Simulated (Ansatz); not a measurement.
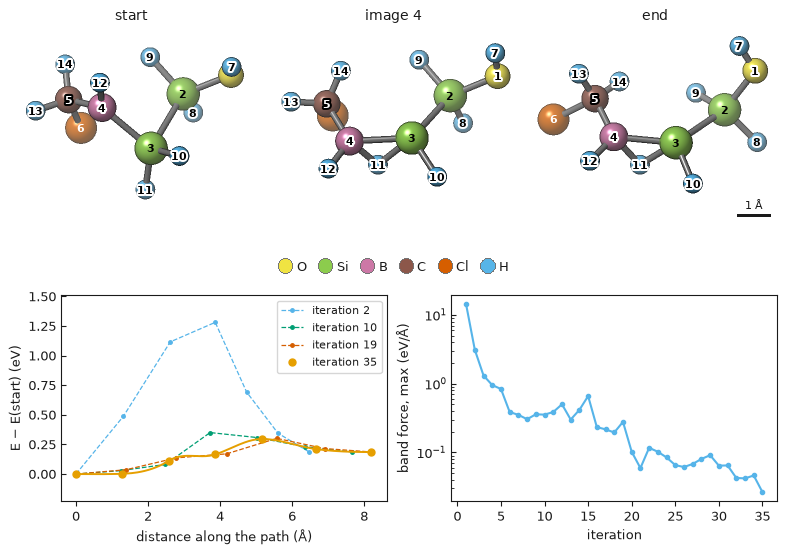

A search for the minimum-energy path of CH8BClOSi2 by the nudged elastic band. Images are numbered from 0 (start) to 6 (end). The plot follows the band through its iterations. A ball-and-stick model, seen from a free direction.

Theory: RKS LDA/6-31G* in Ansatz 0.2.0. Set-up: 5 movable images; climbing image; force threshold 0.03 eV/Å; iteration limit 60; starting path through a guess of the saddle point.

Judge this run.

The result is final at these settings. The band converged in 35 iterations. The largest component of the band force went from 14 to 0.027 eV/Å. The climbing image converged on the top of the path. Its vibrational analysis gives one imaginary mode (82i cm⁻¹), as a transition state must have. The first iteration put the highest image at 4.741 eV. The energy climbs by 0.296 eV to image 4 and then falls by 0.110 eV, so the end point sits at +0.186 eV.

Cost: 3.8 min on 2 threads of Intel(R) Xeon(R) Platinum 8488C (Sapphire Rapids), with other jobs on the host, peak memory 0.19 GiB.
